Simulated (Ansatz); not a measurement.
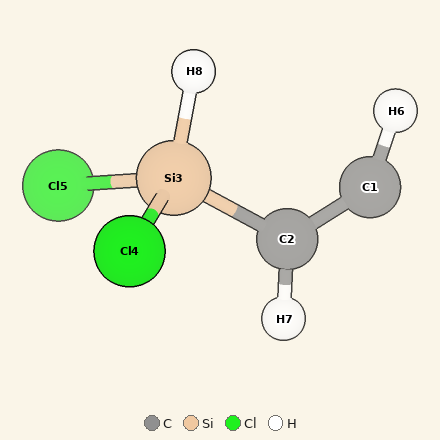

The system is C2H3Cl2Si, SMILES [CH]=C[SiH](Cl)Cl, spin multiplicity 2; the picture shows the reference structure. 
- The first coordinate is: angle C1–C2–Si3; the second: dihedral C1–C2–Si3–Cl4.
- Nothing is relaxed (all other coordinates rigid).
- The scan uses a 13 × 12 grid.
- Points are written as (first, second).
- All energies are given in kcal/mol relative to the lowest grid point.
- These are results of Ansatz 0.2.0, UKS PBE0-D4/def2-SVP, not measurements.

Its coordinates:

```xyz
8

C     0.8614    0.4643    1.5215
C     0.9516    0.1467    0.2500
Si   -0.5922   -0.2305   -0.7171
Cl   -0.4910   -2.1445   -1.4739
Cl   -0.7613    1.0787   -2.2994
H     0.0721    0.5885    2.2661
H     1.9264    0.0982   -0.2589
H    -1.7972   -0.1124    0.1381
```

Range: angle C1–C2–Si3 from 84.7 to 154.7°; dihedral C1–C2–Si3–Cl4 from −180 to 150°.

**What landscape does the calculation give?**

The lowest grid point is at (119.7°, −120°); the map holds 3 wells of about this depth. The highest grid point, (84.7°, 0°), lies 57.7 kcal/mol above the lowest. On the interpolated surface the easiest way out of the lowest well to the well at about (121°, 120°) passes a barrier of about 1.4 kcal/mol. Round the minimum the two coordinates are nearly uncoupled.

```csv
"dihedral C1–C2–Si3–Cl4 ↓, angle C1–C2–Si3 →",84.7,90.5,96.3,102.2,108.0,113.8,119.7,125.5,131.3,137.2,143.0,148.8,154.7
150,37.6,24.2,14.8,8.3,4.1,1.7,0.8,1.1,2.7,5.5,9.3,14.2,20.2
120,57.6,34.7,19.6,10.0,4.4,1.3,0.1,0.4,2.0,4.8,8.7,13.6,19.6
90,40.8,26.3,16.1,9.0,4.6,2.0,0.9,1.1,2.6,5.3,9.2,14.0,20.0
60,28.5,19.9,13.3,8.3,4.8,2.6,1.7,1.9,3.3,6.0,9.7,14.5,20.4
30,39.9,25.8,15.9,9.0,4.6,2.0,0.9,1.2,2.7,5.4,9.2,14.0,20.0
0,57.7,34.7,19.7,10.1,4.4,1.3,0.1,0.4,2.0,4.8,8.7,13.6,19.6
−30,38.5,24.7,15.0,8.3,4.1,1.7,0.7,1.1,2.7,5.4,9.3,14.2,20.2
−60,24.7,17.1,11.4,7.0,4.0,2.2,1.4,1.9,3.4,6.2,10.0,14.8,20.8
−90,26.0,17.2,10.8,6.2,3.1,1.4,0.7,1.2,2.9,5.7,9.5,14.4,20.4
−120,30.2,18.8,11.1,5.8,2.5,0.6,0.0,0.6,2.3,5.1,9.0,14.0,20.0
−150,26.3,17.3,10.8,6.2,3.1,1.3,0.7,1.2,2.8,5.7,9.5,14.4,20.4
−180,24.6,17.0,11.3,7.0,4.0,2.2,1.4,1.9,3.4,6.2,10.0,14.8,20.8
```

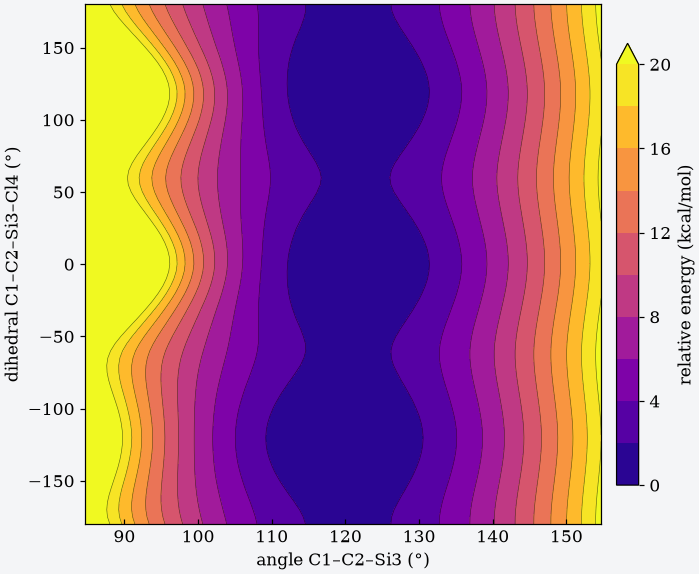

The picture shows filled contours, one colour for all values above the top of the scale. Between grid points the surface is interpolated.

The whole map (156 points run) took 25 min on 1 thread of Arm Neoverse V2, with other jobs on the host.
